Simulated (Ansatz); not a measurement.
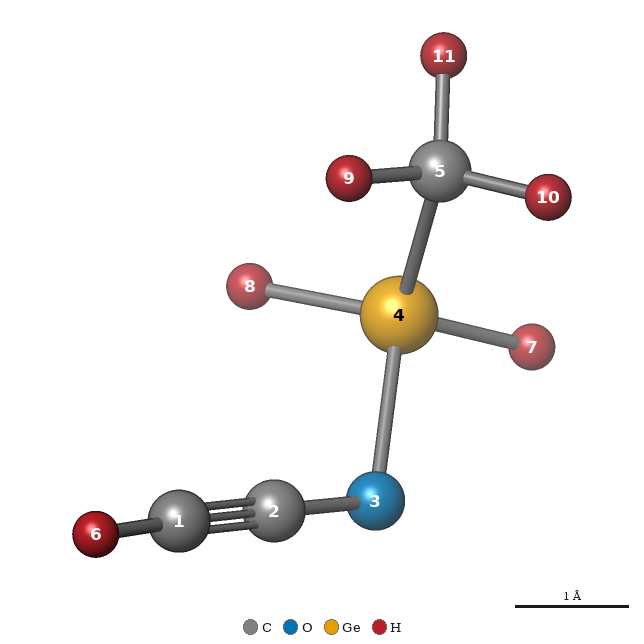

Orthographic view. Distant atoms are faded towards the background colour. Computed geometry: PBE-D4/def2-SVP optimisation. No frequency run is at hand to confirm it as a minimum.

Write the connection table.

C1: C2, H6
C2: C1, O3
O3: C2, Ge4
Ge4: O3, C5, H7, H8
C5: Ge4, H9, H10, H11
H6: C1
H7: Ge4
H8: Ge4
H9: C5
H10: C5
H11: C5
